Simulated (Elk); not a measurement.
**Electronic structure of magnetic Fe**

Wanted: the exchange-split electronic structure of Fe.

Program: Elk 11.2.3 (patched build). Level of theory: LDA (Perdew-Wang); all-electron APW+lo, Dirac cores, scalar-relativistic bands. Results are calculated unless marked as measured.

The database entry behind the starting cell differs from later determinations by our own check (an axis about 0.7 % long against later determinations), so it need not match the best structure at ambient conditions.

## 1. The starting structure

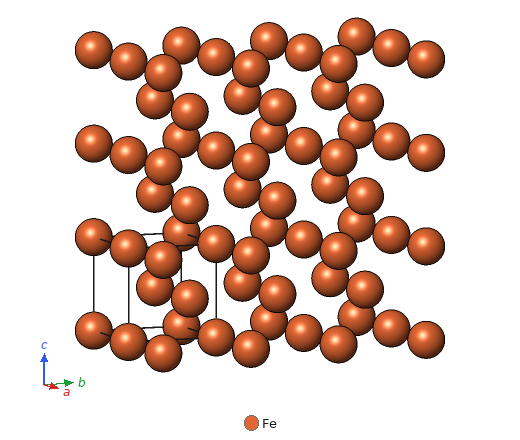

Start, viewed slightly off an axis; iron orange. 2×3×3 cells are drawn. This picture shows the conventional cell, with its axes. Some periodic images of atoms are drawn too.

## 2. The magnetic state

Bands and densities of states are read from a converged potential, so the magnetic state comes first.

This is the lowest of the starts that converged (ferro +).

Moments are seeded by fields in the spheres (the last three columns under atoms), set against the wanted direction and reduced each loop.

elk.in

```
tasks
  0

xctype
  3

rgkmax
  7.0

nempty
  14

swidth
  0.002

reducebf
  0.5

epsengy
  1e-05

maxscl
  100

lmaxi
  2

spinpol
  .true.

sppath
  './'

avec
  -2.72687479783 2.72687479783 2.72687479783
  2.72687479783 -2.72687479783 2.72687479783
  2.72687479783 2.72687479783 -2.72687479783

atoms
  1
  'Fe.in'
  1
  0.0000000000 0.0000000000 0.0000000000   0.000000 0.000000 -0.140000

ngridk
  12 12 12
```

Command:

```console
$ OMP_NUM_THREADS=2 elk
```

Numbers of over 12 decimals in the logs are rounded to 6 here.

The log of the run:

```text
┌─────────────────────────┐
│ Elk code version 11.2.3 │
└─────────────────────────┘

All units are atomic (Hartree, Bohr, etc.)

┌─────────────────────────────────────────────────┐
│ Ground-state run starting from atomic densities │
└─────────────────────────────────────────────────┘

Lattice vectors :
  -2.726874798       2.726874798       2.726874798
   2.726874798      -2.726874798       2.726874798
   2.726874798       2.726874798      -2.726874798

Species : 1 (Fe)
 parameters loaded from : Fe.in
 name : iron
 nuclear charge    :   -26.00000000
 electronic charge :    26.00000000
 atomic mass :    101799.2075
 muffin-tin radius :    2.336542848
 number of radial points in muffin-tin :    497
 inner part over the whole radius :   0.9819233484E-02
 number on inner part of muffin-tin    :    350
 approximate nuclear radius :   0.7160107270E-04
 number of mesh points to nuclear radius :    167
 atomic positions (lattice), magnetic fields (Cartesian) :
  1 :   0.00000000  0.00000000  0.00000000    0.00000000  0.00000000 -0.14000000

Total number of atoms per unit cell :    1
Total muffin-tin volume :    53.43303687
 ratio of muffin-tin to unit cell volume :   0.6588010343

Spin treatment :
 spin-polarised
 global magnetic field (Cartesian) :    0.000000000       0.000000000       0.000000000
 collinear magnetisation in z-direction

Number of Bravais lattice symmetries :   48
Number of crystal symmetries         :   48
Crystal has inversion symmetry
Real symmetric eigensolver will be used

k-point grid :     12    12    12
k-point offset :    0.000000000       0.000000000       0.000000000
k-point set is reduced with full crystal symmetry group
Total number of k-points :       72

Muffin-tin radius times maximum |G+k| :    7.000000000
 using average radius
Maximum |G+k| for APW functions       :    2.995879150
Maximum (1/2)|G+k|²                   :    4.487645939
Maximum |G| for potential and density :    12.00000000
Constant for pseudocharge density :    7
 order of it for each species :   14
 order of it for pair densities of each species (exact exchange by exxq0 0: 14) :   10
Radial integration step length :    1

G-vector grid sizes :     20    20    20
Number of G-vectors :     2347

Maximum angular momentum used for
 APW functions            :    8
 outer part of muffin-tin :    6
 inner part of muffin-tin :    2

Number of empty states         :     14
Total number of valence states :     46
Total number of core states    :     10

Third-order local-orbitals added for an l without core states : T
Total number of local-orbitals :     23

Exchange-correlation functional :      3     0     0
 Perdew-Wang/Ceperley-Alder, Phys. Rev. B 45, 13244 (1992)
 gradient requirement :    0
 local density approximation (LDA)

Smearing type :    3
 Fermi-Dirac
Smearing width :   0.2000000000E-02
Effective electronic temperature (K) :    631.5500496

Mixing type :    3
 Broyden mixing, J. Phys. A: Math. Gen. 17, L317 (1984)

Kohn-Sham potential initialised from atomic data

┌──────────────────────────────┐
│ Self-consistent loop started │
└──────────────────────────────┘

┌─────────────────┐
│ Loop number : 1 │
└─────────────────┘

Energies :
 Fermi                       :     0.187853
 sum of occupied eigenvalues :     -737.48668739225
 electron kinetic            :      1285.1973652160
 core electron kinetic       :      1146.0662270642
 Coulomb                     :     -2502.3519467044
 Coulomb potential           :     -1952.1424001038
 nuclear-nuclear             :     -225.54407463171
 electron-nuclear            :     -2610.4618870161
 Hartree                     :      333.65401494332
 Madelung                    :     -1526.2807466525
 xc potential                :     -70.417895134146
 xc effective B-field        :    -0.112255
 external B-field            :      0.000000
 exchange                    :     -51.304217177607
 correlation                 :     -2.217950
 electron entropic           :    -0.37450635653042E-03
 total energy                :     -1270.6771231629
 (external B-field energy excluded from total)

Density of states at Fermi energy :    28.86244955
 (states/Hartree/unit cell)

Estimated indirect band gap :   0.1318542671E-03
 from k-point 12 to k-point 6
Estimated direct band gap   :   0.2601182183E-02
 at k-point 2

Charges :
 core                        :    10.00000000
 valence                     :    16.00000000
 interstitial                :    1.082552144
 muffin-tins (core leakage)
  species : 1 (Fe)
   atom 1                    :    24.91744786     ( -0.3589114955E-05)
 total in muffin-tins        :    24.91744786
 total calculated charge     :    26.00013072
 total charge                :    26.00000000
 error                       :   0.1307174861E-03

Moments :
 interstitial                :  -0.2978751156E-01
 muffin-tins
  species : 1 (Fe)
   atom 1                    :    2.407399333
 total in muffin-tins        :    2.407399333
 total moment                :    2.377611822

[... earlier loops left out ...]

┌──────────────────┐
│ Loop number : 18 │
└──────────────────┘

Energies :
 Fermi                       :     0.280984
 sum of occupied eigenvalues :     -735.57695801885
 electron kinetic            :      1287.0469777623
 core electron kinetic       :      1146.2843478212
 Coulomb                     :     -2503.9630457913
 Coulomb potential           :     -1951.5986370139
 nuclear-nuclear             :     -225.54407463171
 electron-nuclear            :     -2614.2431821010
 Hartree                     :      335.82421094141
 Madelung                    :     -1528.1637272843
 xc potential                :     -70.921381938645
 xc effective B-field        :    -0.103917
 external B-field            :      0.000000
 exchange                    :     -51.434401268014
 correlation                 :     -2.222521
 electron entropic           :    -0.36080105556454E-03
 total energy                :     -1270.5733512115
 (external B-field energy excluded from total)

Density of states at Fermi energy :    28.70308569
 (states/Hartree/unit cell)

Estimated indirect band gap :   0.8355396858E-03
 from k-point 40 to k-point 55
Estimated direct band gap   :   0.4767654693E-02
 at k-point 61

Charges :
 core                        :    10.00000000
 valence                     :    16.00000000
 interstitial                :    1.031231485
 muffin-tins (core leakage)
  species : 1 (Fe)
   atom 1                    :    24.96876852     ( -0.3589114829E-05)
 total in muffin-tins        :    24.96876852
 total calculated charge     :    26.00012549
 total charge                :    26.00000000
 error                       :   0.1254880448E-03

Moments :
 interstitial                :  -0.3018292389E-01
 muffin-tins
  species : 1 (Fe)
   atom 1                    :    2.309778228
 total in muffin-tins        :    2.309778228
 total moment                :    2.279595304

┌──────────────────────────────┐
│ Self-consistent loop stopped │
└──────────────────────────────┘

Wrote STATE.OUT
```

It took 14 s on 2 threads of Arm Neoverse V2, shared host; peak memory 0.05 GiB.

Spin moment in the muffin-tin sphere by atom:

| atom | spin moment in the muffin-tin sphere (μB) |
| --- | --- |
| Fe1 | 2.31 |

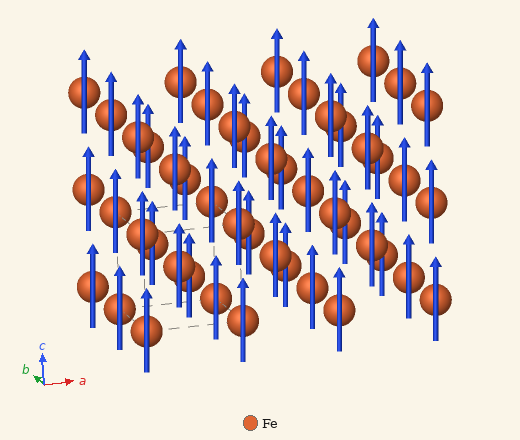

Spin moment in the muffin-tin sphere as arrows, the longest 2.31 μB. Up and down stand for the sign. Arrows give size and sign along the axis of quantisation, drawn up and down the page. 3×2×2 conventional cells are drawn. Some periodic images of atoms are drawn too.

Read from the output:

```
density of states at the Fermi level : 1.055 states/eV/cell
moment between the spheres           : -0.03018 μB
magnetization                        : 2.280 μB
final state                          : ferromagnetic
```

## 3. Bands and density of states

The potential is kept. Point names follow a standard table for this cell's lattice and can differ from other conventions. The density of states is interpolated from the levels on the mesh (so its value at the Fermi level can differ from the smeared one of the ground-state run), and the bands are solved anew along a path of special points.

elk.in

```
tasks
  10
  20
  15
  33
  73

xctype
  3

rgkmax
  7.0

nempty
  14

swidth
  0.002

reducebf
  0.5

epsengy
  1e-05

maxscl
  100

lmaxi
  2

spinpol
  .true.

sppath
  './'

avec
  -2.72687479783 2.72687479783 2.72687479783
  2.72687479783 -2.72687479783 2.72687479783
  2.72687479783 2.72687479783 -2.72687479783

atoms
  1
  'Fe.in'
  1
  0.0000000000 0.0000000000 0.0000000000   0.000000 0.000000 -0.000140

ngridk
  12 12 12

wplot
  300 60 1
  -0.35000 0.25000

plot1d
  7 84
  0.00000000 0.00000000 0.00000000
  0.50000000 -0.50000000 0.50000000
  0.00000000 0.00000000 0.50000000
  0.00000000 0.00000000 0.00000000
  0.25000000 0.25000000 0.25000000
  0.50000000 -0.50000000 0.50000000
  0.25000000 0.25000000 0.25000000

plot3d
  0 0 0
  1 0 0
  0 1 0
  0 0 1
  13 13 13
```

Command:

```console
$ OMP_NUM_THREADS=2 elk
```

The log of the run:

```text
┌─────────────────────────────────┐
│ Elk code version 11.2.3 started │
└─────────────────────────────────┘

┌───────────────────┐
│ Current task : 10 │
└───────────────────┘
Info(checkmt): changed muffin-tin radius of species 1 (Fe) from   2.4000 to   2.3365

Info(writedos):
 Total density of states written to TDOS.OUT

 Partial density of states written to PDOS_Sss_Aaaaa.OUT
 for all species and atoms

 Spin-quantisation axis :    0.000000000       0.000000000       1.000000000

 Eigenvalues of a random matrix symmetrised with the site
 symmetries in the Yₗₘ basis written to ELMIREP.OUT for all
 species and atoms. Degenerate eigenvalues correspond to
 irreducible representations of each site symmetry group

 Interstitial density of states written to IDOS.OUT

 Fermi energy is at zero in plots

 DOS units are states/Hartree/unit cell

┌───────────────────┐
│ Current task : 20 │
└───────────────────┘

Info(bandstr):
 Band structure plot written to BAND.OUT

 Fermi energy is at zero in plot

 Vertex location lines written to BANDLINES.OUT

┌───────────────────┐
│ Current task : 15 │
└───────────────────┘

Info(writelsj):
 muffin-tin L, S and J expectation values written to LSJ.OUT

┌───────────────────┐
│ Current task : 33 │
└───────────────────┘

Info(rhoplot): 3D density plot written to RHO3D.OUT

┌───────────────────┐
│ Current task : 73 │
└───────────────────┘

Info(vecplot):
 3D magnetisation density written to MAG3D.OUT

┌──────────────────┐
│ Elk code stopped │
└──────────────────┘
```

Elapsed: 7.7 s, on 2 threads; peak memory 0.07 GiB.

Electronic bands along the path, in eV, zero at the Fermi level; # counts the bands kept:

| point | up #3 | up #4 | up #5 | up #6 | down #2 | down #3 | down #4 | down #5 |
| --- | --- | --- | --- | --- | --- | --- | --- | --- |
| Γ | -2.25 | -2.25 | -0.99 | -0.99 | -0.28 | -0.28 | -0.28 | 1.44 |
| H | 0.02 | 0.02 | 0.02 | 9.31 | -2.85 | 2.25 | 2.25 | 2.25 |
| N | -0.98 | -0.80 | 0.29 | 0.32 | -1.48 | 0.69 | 1.36 | 1.69 |
| Γ | -2.25 | -2.25 | -0.99 | -0.99 | -0.28 | -0.28 | -0.28 | 1.44 |
| P | -3.15 | -0.79 | -0.79 | 8.13 | -1.64 | -1.64 | 1.72 | 1.72 |
| H | 0.02 | 0.02 | 0.02 | 9.31 | -2.85 | 2.25 | 2.25 | 2.25 |
| P | -3.15 | -0.79 | -0.79 | 8.13 | -1.64 | -1.64 | 1.72 | 1.72 |

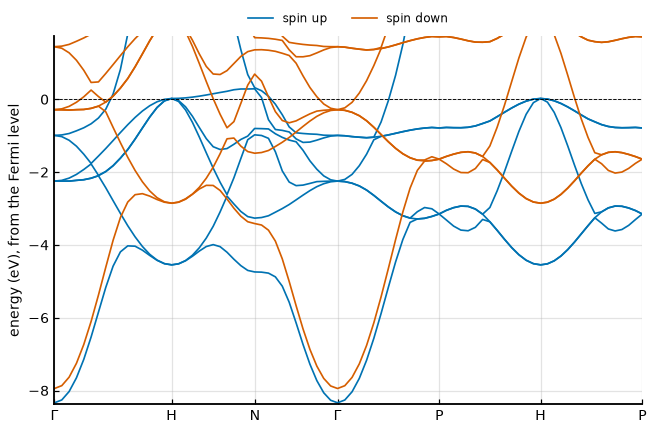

Electronic bands along the path; the two colours are the two spins.

The density of states has structure finer than the step of the table below, so its rows give means over 1 eV, whole bins alone (the curve runs from -9.52 to 6.75 eV). Peaks (eV: height): up -4.0: 1.12, -3.2: 1.98, -2.4: 1.85, -0.8: 2.35; down -2.4: 0.748, -1.4: 1.42, -0.7: 1.51, 1.7: 2.52; Fe1 d up -4.0: 0.799, -3.2: 1.71, -2.4: 1.55, -0.8: 2.28; Fe1 d down -2.4: 0.496, -1.4: 1.14, -0.7: 1.18, 1.7: 2.44.

The density of states by energy, zero at the Fermi level; means over each step; values in states/eV/cell:

| energy (eV) | up | down | Fe1 d up | Fe1 d down |
| --- | --- | --- | --- | --- |
| -9 | 0 | 0 | 0 | 0 |
| -8 | 0.0148 | 0.00433 | 4.6e-5 | 0 |
| -7 | 0.0464 | 0.0339 | 0.00105 | 2.5e-4 |
| -6 | 0.0805 | 0.0588 | 0.00747 | 0.00183 |
| -5 | 0.231 | 0.0899 | 0.0891 | 0.00822 |
| -4 | 0.718 | 0.162 | 0.500 | 0.0396 |
| -3 | 1.14 | 0.436 | 0.965 | 0.232 |
| -2 | 0.798 | 0.551 | 0.665 | 0.402 |
| -1 | 1.68 | 1.30 | 1.60 | 1.02 |
| 0 | 0.604 | 0.398 | 0.553 | 0.323 |
| 1 | 0.164 | 1.09 | 0.0999 | 1.03 |
| 2 | 0.151 | 1.20 | 0.0748 | 1.14 |
| 3 | 0.131 | 0.217 | 0.0548 | 0.166 |
| 4 | 0.108 | 0.169 | 0.0395 | 0.104 |
| 5 | 0.0783 | 0.135 | 0.0251 | 0.0696 |
| 6 | 0.0354 | 0.0970 | 0.00917 | 0.0423 |

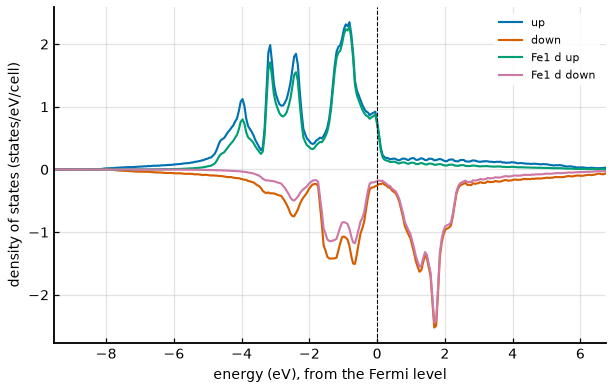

Density of states against energy. Down spins are drawn negative.

## 4. Outcome

```json
{
  "state": "ferromagnetic",
  "largest moment": "2.31 μB"
}
```

**Reading.** Right at the Fermi level (the table gives means over its steps) the density of states is 0.77 states/eV a cell for spin up and 0.26 for spin down. Within the window shown, the centres of the Fe1 d states of the two spins lie 2.1 eV apart, a rough measure of the splitting of the spins. The state is the lowest of the starts that converged. These are Kohn–Sham levels without spin–orbit coupling.

[Logs and program files are shortened in this print: banners, set-up blocks, solver, clock and traceback lines can be left out without a mark of their own.]

[Logs are printed without paths, hosts, clocks, repeated set-up lines and the standing remarks that a program may print on its own settings, such as how far it seeks lower states.]

[Hosts, paths, dates, database ids (printed as entryN), source tags and the programs' standing remarks are cut or masked in the printed files.]

[Where a cell is said to come from a database of computed structures, the database is the Materials Project.]
